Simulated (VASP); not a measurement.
# A VASP study of EuAg4Sb2 (PBEsol + U): structure first, properties next, part 5 of 6

Aim: relax EuAg4Sb2 with PBEsol + U, compute its properties on that cell and hold them against experiment. The start is a cell from a database of measured crystal structures.

VASP 6.6.1, plane waves and PAW; the level of theory is named at each step.

Still holding for the runs below: The cell holds one magnetic atom, so no antiferromagnetic order fits into it. Experiment finds antiferromagnetic order in this phase (below 10.5 K, arxiv:2406.18252), so this ferromagnetic run describes another state.

So far. Step 3 (Second relaxation): It ends with a largest force of 0.009 eV/Å and a pressure of 0.01 GPa. The volume moved by under 0.01 %: the run met its threshold at the first step. Step 4 (Density, ELF and potential (PBEsol + U)): In this run the pressure is 0.01 GPa, small enough to go on. The relaxed cell has a = 4.667, c = 24.453 Å (conventional setting).

**5. Bands along the symmetry lines (PBEsol + U)**

This step: PBEsol, DFT+U (Eu f 7 eV), spin-polarised from a ferromagnetic start; plane waves and PAW (Eu, Ag, Sb) (VASP 6.6.1).

Levels along the symmetry lines show where the bands peak and cross; KPOINTS_OPT computes them in the converged potential.

The input, INCAR:

```
SYSTEM = EuAg4Sb2
PREC = Accurate
ENCUT = 450
EDIFF = 1E-06
NELM = 150
ISMEAR = 1
SIGMA = 0.2
LREAL = .FALSE.
ALGO = Normal
GGA = PS
NBANDS = 58
ISPIN = 2
MAGMOM = 6.756 -0.002 -0.002 -0.006 -0.006 -0.018 -0.018
LDAU = .TRUE.
LDAUTYPE = 2
LDAUL = 3 -1 -1
LDAUU = 7 0 0
LDAUJ = 0 0 0
LDAUPRINT = 1
LASPH = .TRUE.
LMAXMIX = 6
AMIX = 0.2
BMIX = 1E-04
AMIX_MAG = 0.8
BMIX_MAG = 1E-04
LORBIT = 11
LWAVE = .FALSE.
LCHARG = .FALSE.
KPAR = 4
```

The input, POSCAR:

```
EuAg4Sb2
1.0
    2.3332787464      1.3471191123      8.1510520038
   -2.3332787464      1.3471191123      8.1510520038
    0.0000000000     -2.6942382246      8.1510520038
Eu Ag Sb
1 4 2
Direct
    0.0000000000      0.0000000000      0.0000000000
    0.1430778566      0.1430778566      0.1430778566
    0.8569221434      0.8569221434      0.8569221434
    0.4358117185      0.4358117185      0.4358117185
    0.5641882815      0.5641882815      0.5641882815
    0.2577397176      0.2577397176      0.2577397176
    0.7422602824      0.7422602824      0.7422602824
```

The input, KPOINTS:

```
Automatic mesh
0
Gamma
6 6 6
0 0 0
```

The input, KPOINTS_OPT:

```
Line mode
12
Line-mode
Reciprocal
  0.00000000   0.00000000   0.00000000 GAMMA
  0.50000000   0.00000000   0.00000000 L

  0.50000000   0.00000000   0.00000000 L
  0.50000000   0.18487597  -0.18487597 B1

  0.81512403   0.50000000   0.18487597 B
  0.50000000   0.50000000   0.50000000 Z

  0.50000000   0.50000000   0.50000000 Z
  0.00000000   0.00000000   0.00000000 GAMMA

  0.00000000   0.00000000   0.00000000 GAMMA
  0.34243799   0.00000000  -0.34243799 X

  0.65756201   0.34243799   0.00000000 Q
  0.50000000   0.50000000   0.00000000 F

  0.50000000   0.50000000   0.00000000 F
  0.65756201   0.65756201   0.18487597 P1

  0.65756201   0.65756201   0.18487597 P1
  0.50000000   0.50000000   0.50000000 Z

  0.50000000   0.00000000   0.00000000 L
  0.81512403   0.34243799   0.34243799 P
```

The projector-augmented-wave data sets are Eu, Ag and Sb (PBE family, release 64).

Run with:

```bash
$ mpirun -np 4 vasp_std
```

The program printed:

```text
[... set-up lines as in an earlier step ...]
 entering main loop
       N       E                     dE             d eps       ncg     rms          rms(c)
DAV:   1     0.446129530746E+03    0.44613E+03   -0.26350E+04 11246   0.347E+03
DAV:   2     0.197197649066E+02   -0.42641E+03   -0.38640E+03 11424   0.490E+02
DAV:   3    -0.272961208589E+02   -0.47016E+02   -0.45426E+02 10748   0.111E+02
DAV:   4    -0.311373099986E+02   -0.38412E+01   -0.38089E+01 13816   0.235E+01
DAV:   5    -0.314483441744E+02   -0.31103E+00   -0.31065E+00 12296   0.688E+00    0.365E+01
DAV:   6    -0.356208950419E+02   -0.41726E+01   -0.44153E+00 12484   0.539E+01    0.186E+01
DAV:   7    -0.355519166745E+02    0.68978E-01   -0.17311E+00 10614   0.803E+00    0.123E+01
DAV:   8    -0.354764649439E+02    0.75452E-01   -0.43203E-01 12008   0.120E+01    0.107E+01
DAV:   9    -0.354810104380E+02   -0.45455E-02   -0.53803E-02 12456   0.108E+00    0.926E+00
DAV:  10    -0.354741535753E+02    0.68569E-02   -0.39314E-02 11064   0.393E+00    0.529E+00
DAV:  11    -0.354745212253E+02   -0.36765E-03   -0.54032E-02 10784   0.433E+00    0.281E+00
DAV:  12    -0.354696725410E+02    0.48487E-02   -0.16959E-02 11422   0.284E+00    0.367E-01
DAV:  13    -0.354696826356E+02   -0.10095E-04   -0.27869E-03 12152   0.268E-01    0.511E-01
DAV:  14    -0.354696183560E+02    0.64280E-04   -0.19743E-04 13680   0.832E-02    0.290E-01
DAV:  15    -0.354696012228E+02    0.17133E-04   -0.41368E-05 11544   0.460E-02    0.220E-01
DAV:  16    -0.354695971689E+02    0.40539E-05   -0.31031E-05 12006   0.106E-01    0.409E-02
DAV:  17    -0.354695963535E+02    0.81546E-06   -0.90273E-06 11968   0.311E-02
   1 F= -.35469596E+02 E0= -.35469729E+02  d E =0.397989E-03  mag=     7.0484
 Start KPOINTS_OPT (optional k-point list driver)
k-point batch [1-32\108]
       N       E                     dE             ncg
DAV:   1     0.171895777845E+05   -0.26547E+05    11210
DAV:   2     0.324271844007E+04   -0.13947E+05    11150
DAV:   3     0.197605819026E+04   -0.12667E+04    11222
DAV:   4     0.188545914327E+04   -0.90599E+02    14002
DAV:   5     0.187894069659E+04   -0.65184E+01    13486
DAV:   6     0.187816480184E+04   -0.77589E+00    12916
DAV:   7     0.187812092763E+04   -0.43874E-01    12776
DAV:   8     0.187811205309E+04   -0.88745E-02    11616
DAV:   9     0.187811108299E+04   -0.97010E-03    10300
DAV:  10     0.187811089442E+04   -0.18856E-03     7876
DAV:  11     0.187811086645E+04   -0.27972E-04     6000
DAV:  12     0.187811085844E+04   -0.80080E-05     5998
DAV:  13     0.187811085707E+04   -0.13689E-05     5112
DAV:  14     0.187811085672E+04   -0.35464E-06     4744
[...]
k-point batch [97-108\108]
       N       E                     dE             ncg
DAV:   1     0.325696545622E+05   -0.14731E+05     4232
DAV:   2     0.273528682095E+05   -0.52168E+04     4238
DAV:   3     0.268876142801E+05   -0.46525E+03     4232
DAV:   4     0.268564046589E+05   -0.31210E+02     5234
DAV:   5     0.268543188298E+05   -0.20858E+01     4996
DAV:   6     0.268540496786E+05   -0.26915E+00     4888
DAV:   7     0.268540344116E+05   -0.15267E-01     4742
DAV:   8     0.268540311397E+05   -0.32719E-02     4504
DAV:   9     0.268540307726E+05   -0.36713E-03     3712
DAV:  10     0.268540307015E+05   -0.71112E-04     3112
DAV:  11     0.268540306910E+05   -0.10436E-04     2320
DAV:  12     0.268540306883E+05   -0.27410E-05     2448
DAV:  13     0.268540306878E+05   -0.49576E-06     2008
```

It took 11 min on 4 MPI ranks of Intel Xeon 6975P-C (Granite Rapids), shared host; peak memory 3.6 GiB; 45 min of CPU time.

OUTCAR, selected parts (step 5):

```text
   k-points           NKPTS =     32   k-points in BZ     NKDIM =     32   number of bands    NBANDS=     58

   NELECT =      71.0000    total number of electrons

atom =   1  type =  1  l = 3

 onsite density matrix

spin component  1

  0.9755  0.0000 -0.0000  0.0017  0.0000 -0.0000  0.0000
  0.0000  0.9717  0.0000  0.0000 -0.0015 -0.0000  0.0000
 -0.0000  0.0000  0.9771  0.0000 -0.0000 -0.0015  0.0000
  0.0017  0.0000  0.0000  0.9747  0.0000 -0.0000 -0.0000
  0.0000 -0.0015 -0.0000  0.0000  0.9771  0.0000 -0.0000
 -0.0000 -0.0000 -0.0015 -0.0000  0.0000  0.9717  0.0000
  0.0000  0.0000  0.0000 -0.0000 -0.0000  0.0000  0.9776

spin component  2

  0.0008 -0.0000 -0.0000 -0.0007  0.0000  0.0000  0.0000
 -0.0000  0.0013 -0.0000 -0.0000  0.0001 -0.0000 -0.0000
 -0.0000 -0.0000  0.0007  0.0000 -0.0000  0.0001 -0.0000
 -0.0007 -0.0000  0.0000  0.0011  0.0000 -0.0000  0.0000
  0.0000  0.0001 -0.0000  0.0000  0.0007 -0.0000 -0.0000
  0.0000 -0.0000  0.0001 -0.0000 -0.0000  0.0013 -0.0000
  0.0000 -0.0000 -0.0000  0.0000 -0.0000 -0.0000  0.0004

 occupancies and eigenvectors

  o =  0.0003  v =  0.0000  0.0000  0.0000  0.0000  0.0000  0.0000  0.0000  0.7635  0.0000  0.0000  0.6458 -0.0000  0.0000  0.0000      0.0000  0.0000  0.0000  0.0000  0.0000  0.0000  0.0000  0.0000  0.0000  0.0000  0.0000  0.0000  0.0000  0.0000
  o =  0.0004  v =  0.0000  0.0000  0.0000  0.0000  0.0000  0.0000  0.0000 -0.0000 -0.0000  0.0000  0.0000  0.0000  0.0000  1.0000      0.0000  0.0000  0.0000  0.0000  0.0000  0.0000  0.0000  0.0000  0.0000  0.0000  0.0000  0.0000  0.0000  0.0000
  o =  0.0007  v =  0.0000  0.0000  0.0000  0.0000  0.0000  0.0000  0.0000  0.0000  0.0000  0.9834 -0.0000 -0.0000 -0.1814 -0.0000      0.0000  0.0000  0.0000  0.0000  0.0000  0.0000  0.0000  0.0000  0.0000  0.0000  0.0000  0.0000  0.0000  0.0000
  o =  0.0007  v =  0.0000  0.0000  0.0000  0.0000  0.0000  0.0000  0.0000  0.0000 -0.1814  0.0000  0.0000  0.9834 -0.0000 -0.0000      0.0000  0.0000  0.0000  0.0000  0.0000  0.0000  0.0000  0.0000  0.0000  0.0000  0.0000  0.0000  0.0000  0.0000
  o =  0.0013  v =  0.0000  0.0000  0.0000  0.0000  0.0000  0.0000  0.0000 -0.0000  0.0000  0.1814  0.0000  0.0000  0.9834 -0.0000      0.0000  0.0000  0.0000  0.0000  0.0000  0.0000  0.0000  0.0000  0.0000  0.0000  0.0000  0.0000  0.0000  0.0000
  o =  0.0013  v =  0.0000  0.0000  0.0000  0.0000  0.0000  0.0000  0.0000  0.0000  0.9834 -0.0000 -0.0000  0.1814 -0.0000 -0.0000      0.0000  0.0000  0.0000  0.0000  0.0000  0.0000  0.0000  0.0000  0.0000  0.0000  0.0000  0.0000  0.0000  0.0000
  o =  0.0017  v =  0.0000  0.0000  0.0000  0.0000  0.0000  0.0000  0.0000 -0.6458  0.0000  0.0000  0.7635  0.0000 -0.0000  0.0000      0.0000  0.0000  0.0000  0.0000  0.0000  0.0000  0.0000  0.0000  0.0000  0.0000  0.0000  0.0000  0.0000  0.0000
  o =  0.9713  v = -0.0000 -0.0000  0.2571  0.0000 -0.0000  0.9664 -0.0000  0.0000  0.0000  0.0000  0.0000  0.0000  0.0000  0.0000      0.0000  0.0000  0.0000  0.0000  0.0000  0.0000  0.0000  0.0000  0.0000  0.0000  0.0000  0.0000  0.0000  0.0000
  o =  0.9713  v = -0.0000  0.9664  0.0000  0.0000  0.2571  0.0000  0.0000  0.0000  0.0000  0.0000  0.0000  0.0000  0.0000  0.0000      0.0000  0.0000  0.0000  0.0000  0.0000  0.0000  0.0000  0.0000  0.0000  0.0000  0.0000  0.0000  0.0000  0.0000
  o =  0.9733  v =  0.6266 -0.0000  0.0000 -0.7794 -0.0000  0.0000 -0.0000  0.0000  0.0000  0.0000  0.0000  0.0000  0.0000  0.0000      0.0000  0.0000  0.0000  0.0000  0.0000  0.0000  0.0000  0.0000  0.0000  0.0000  0.0000  0.0000  0.0000  0.0000
  o =  0.9769  v =  0.7794  0.0000  0.0000  0.6266  0.0000 -0.0000  0.0000  0.0000  0.0000  0.0000  0.0000  0.0000  0.0000  0.0000      0.0000  0.0000  0.0000  0.0000  0.0000  0.0000  0.0000  0.0000  0.0000  0.0000  0.0000  0.0000  0.0000  0.0000
  o =  0.9775  v = -0.0000  0.0000  0.9664 -0.0000 -0.0000 -0.2571 -0.0000  0.0000  0.0000  0.0000  0.0000  0.0000  0.0000  0.0000      0.0000  0.0000  0.0000  0.0000  0.0000  0.0000  0.0000  0.0000  0.0000  0.0000  0.0000  0.0000  0.0000  0.0000
  o =  0.9775  v = -0.0000 -0.2571  0.0000 -0.0000  0.9664 -0.0000  0.0000  0.0000  0.0000  0.0000  0.0000  0.0000  0.0000  0.0000      0.0000  0.0000  0.0000  0.0000  0.0000  0.0000  0.0000  0.0000  0.0000  0.0000  0.0000  0.0000  0.0000  0.0000
  o =  0.9776  v =  0.0000  0.0000  0.0000 -0.0000 -0.0000 -0.0000  1.0000  0.0000  0.0000  0.0000  0.0000  0.0000  0.0000  0.0000      0.0000  0.0000  0.0000  0.0000  0.0000  0.0000  0.0000  0.0000  0.0000  0.0000  0.0000  0.0000  0.0000  0.0000

 E-fermi :   7.2961

 spin component 1
 k-point     1 :       0.0000    0.0000    0.0000
  band No.  band energies     occupation
    ...
     33       5.6298      1.00000
     34       5.6573      1.00000
     35       6.6368      1.00002
     36       6.6368      1.00002
     37       6.7940      1.00110
     38       7.4919     -0.02277
     39       8.0248     -0.00000
     40       8.0248     -0.00000
     41       8.5087     -0.00000
     42       8.5922     -0.00000
    ...

 k-point     2 :       0.1667    0.0000    0.0000
  band No.  band energies     occupation
    ...
     35       5.7374      1.00000
     36       6.1843      1.00000
     37       6.4425      1.00000
     38       7.1484      0.97263
     39       7.2125      0.82193
     40       8.2854     -0.00000
     41       8.4513     -0.00000
     42       8.8293     -0.00000
     43       9.8997     -0.00000
     44      10.0329     -0.00000
    ...

  Total       -0.0147644     -0.0147644      0.0071154      0.0000000     -0.0000000      0.0000000
  in kB       -0.1538822     -0.1538822      0.0741601      0.0000000     -0.0000000      0.0000000
  external PRESSURE =      -0.0778681 kB  Pullay stress =       0.0000000 kB

 POSITION                                       TOTAL-FORCE (eV/Angst)
 -----------------------------------------------------------------------------------
      0.00000      0.00000      0.00000         0.000000     -0.000000     -0.000000
      0.00000      0.00000      3.49871         0.000000      0.000000     -0.008698
      0.00000      0.00000     20.95445         0.000000     -0.000000      0.008698
      0.00000      0.00000     10.65697         0.000000      0.000000      0.007755
      0.00000      0.00000     13.79618         0.000000      0.000000     -0.007755
      0.00000      0.00000      6.30255         0.000000     -0.000000     -0.000632
      0.00000      0.00000     18.15061         0.000000      0.000000      0.000632
 -----------------------------------------------------------------------------------
    total drift:                                0.000000      0.000000     -0.000000

  FREE ENERGIE OF THE ION-ELECTRON SYSTEM (eV)
  ---------------------------------------------------
  free  energy   TOTEN  =       -35.4695963535 eV

  energy  without entropy=      -35.4699943424  energy(sigma->0) =      -35.46972902

 magnetization (x)
# of ion       s       p       d       f       tot
--------------------------------------------------
    1       -0.012  -0.103   0.059   6.812   6.756
    2        0.000  -0.000  -0.003   0.000  -0.003
    3        0.000  -0.000  -0.003   0.000  -0.003
    4       -0.004   0.000  -0.002   0.000  -0.006
    5       -0.004   0.000  -0.002   0.000  -0.006
    6       -0.005  -0.014   0.001   0.000  -0.018
    7       -0.005  -0.014   0.001   0.000  -0.018
--------------------------------------------------
tot         -0.029  -0.131   0.052   6.812   6.704

[... 8 parts as in an earlier step ...]

[... 13 further parts left out ...]
```

Spin-orbit coupling is off here; with elements this heavy it splits and shifts levels by tenths of an eV or more.

Numbers from this step:

- SCF cycles: 17
- bands: 58
- pressure: -0.007787 GPa

Spin up. Electronic bands along the path, in eV, zero at the Fermi level; # counts the bands kept, so #1 is VASP's band 7:

```tsv
point	#30	#31	#32	#33	#34	#35	#36	#37
Γ	-0.66	-0.50	0.20	0.73	0.73	1.21	1.30	2.00
L	-1.65	-1.64	-1.61	-0.50	0.82	1.61	2.05	2.55
B1	-1.65	-1.64	-1.38	-1.37	-0.03	1.68	2.65	3.11
jump to B	-1.65	-1.64	-1.38	-1.37	-0.03	1.68	2.65	3.11
Z	-0.61	-0.61	0.53	0.63	0.63	1.11	1.98	1.98
Γ	-0.66	-0.50	0.20	0.73	0.73	1.21	1.30	2.00
X	-1.65	-1.63	-1.48	-1.31	0.00	1.80	2.57	3.09
jump to Q	-1.65	-1.63	-1.48	-1.31	0.00	1.80	2.57	3.09
F	-1.64	-1.51	-1.27	-0.99	-0.67	1.21	1.22	3.49
P1	-1.64	-1.58	-1.42	-0.86	-0.29	1.26	1.37	3.11
Z	-0.61	-0.61	0.53	0.63	0.63	1.11	1.98	1.98
jump to L	-1.65	-1.64	-1.61	-0.50	0.82	1.61	2.05	2.55
P	-1.64	-1.58	-1.42	-0.86	-0.29	1.26	1.37	3.11
```

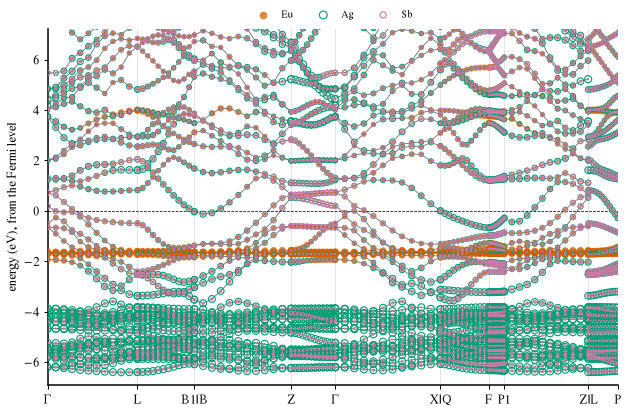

Electronic bands along the path; dots are coloured as in the legend, and their area grows with the weight.

Spin down. Electronic bands along the path, in eV, zero at the Fermi level; # counts the bands kept, so #1 is VASP's band 7:

```tsv
point	#23	#24	#25	#26	#27	#28	#29	#30
Γ	-0.49	-0.49	0.31	0.60	0.60	1.34	1.55	2.40
L	-2.49	-2.46	-2.26	-0.55	1.09	1.57	2.03	2.77
B1	-2.98	-2.66	-1.50	-1.42	0.11	1.91	2.83	3.57
jump to B	-2.98	-2.66	-1.50	-1.42	0.11	1.91	2.83	3.57
Z	-0.44	-0.44	0.51	0.51	0.62	1.16	2.41	2.41
Γ	-0.49	-0.49	0.31	0.60	0.60	1.34	1.55	2.40
X	-3.09	-2.66	-1.60	-1.38	0.14	2.05	2.74	3.53
jump to Q	-3.09	-2.66	-1.60	-1.38	0.14	2.05	2.74	3.53
F	-2.25	-2.02	-1.65	-0.88	-0.48	1.27	1.36	3.99
P1	-2.29	-2.14	-1.80	-0.81	-0.15	1.39	1.44	3.38
Z	-0.44	-0.44	0.51	0.51	0.62	1.16	2.41	2.41
jump to L	-2.49	-2.46	-2.26	-0.55	1.09	1.57	2.03	2.77
P	-2.29	-2.14	-1.80	-0.81	-0.15	1.39	1.44	3.38
```

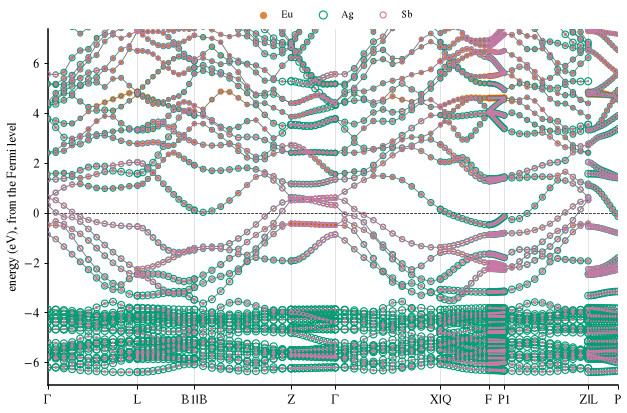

Electronic bands along the path; dots are coloured as in the legend, and their area grows with the weight.

There is no gap at this level.

[end of part 5 of 6]

[Lines on the potential files, build, host, timing and source positions are cut from VASP's logs without a mark.]

[Logs are printed without paths, hosts, clocks, repeated set-up lines and the standing remarks that a program may print on its own settings, such as how far it seeks lower states.]

[Hosts, paths, dates, database ids (printed as entryN), source tags and the programs' standing remarks are cut or masked in the printed files.]

[A measured line is paired with the nearest computed mode of its activity, which favours agreement.]
